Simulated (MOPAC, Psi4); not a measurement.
Approach curve of the dimer CH4 ··· C2H3N (SMILES C and CC#N). Monomers: optimised at B3LYP-D3(BJ) (def2-TZVP), held rigid. Orientation: lowest of the rigid-body minima from ten starts at GFN2-xTB. Only R, the distance of the centres of mass, is varied, so the lowest point isn't the relaxed dimer.

Geometry at R = 3.70 Å (first 5 atoms: monomer A):
```
11

C      0.0000     0.0000     0.0000
H     -0.6732    -0.4715    -0.7147
H     -0.3941     0.9758     0.2807
H      0.0843    -0.6263     0.8871
H      0.9829     0.1220    -0.4530
C      2.5685     0.7011     2.8294
C      1.8108    -0.4823     3.2039
N      1.2119    -1.4176     3.5000
H      2.7337     1.3331     3.7022
H      3.5355     0.4129     2.4167
H      2.0234     1.2742     2.0791
```

- AM1, restricted, heats of formation (MOPAC)
- MP2/aug-cc-pVDZ = DF-MP2/aug-cc-pVDZ, frozen core, counterpoise-corrected run with Psi4
- PBE/def2-TZVP, counterpoise-corrected (Psi4)
- HF/aug-cc-pVDZ, counterpoise-corrected (Psi4)
- PM3, restricted, heats of formation (MOPAC)

Interaction energies in kJ/mol (negative: bound); R is the distance of the centres of mass, d the H4···C7 distance.

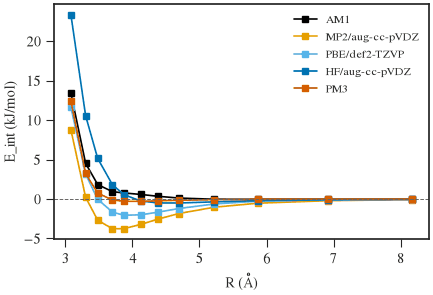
Fig. 1. Interaction energy against separation.

```
R / Å  d / Å    AM1  MP2/aug-cc-pVDZ  PBE/def2-TZVP  HF/aug-cc-pVDZ    PM3
-----  -----  -----  ---------------  -------------  --------------  -----
3.08    2.28  13.43             8.79          11.65           23.36  12.42
3.30    2.50   4.51             0.21           3.15           10.54   3.24
3.48    2.68   1.83            -2.68          -0.04            5.14   0.74
3.70    2.89   0.93            -3.77          -1.66            1.81  -0.12
3.87    3.06   0.77            -3.75          -2.05            0.56  -0.28
4.12    3.31   0.58            -3.22          -2.01           -0.25  -0.30
4.38    3.56   0.34            -2.54          -1.66           -0.50  -0.23
4.69    3.87   0.12            -1.84          -1.20           -0.51  -0.16
5.22    4.40  -0.03            -1.03          -0.62           -0.36  -0.08
5.87    5.04  -0.04            -0.53          -0.28           -0.21  -0.04
6.92    6.09  -0.03            -0.21          -0.09           -0.09  -0.02
8.17    7.34  -0.01            -0.08          -0.04           -0.04  -0.01
```

Lowest grid point: AM1 -0.04 kJ/mol at R = 5.87 Å; MP2/aug-cc-pVDZ -3.77 kJ/mol at R = 3.70 Å; PBE/def2-TZVP -2.05 kJ/mol at R = 3.87 Å; HF/aug-cc-pVDZ -0.51 kJ/mol at R = 4.69 Å; PM3 -0.30 kJ/mol at R = 4.12 Å.
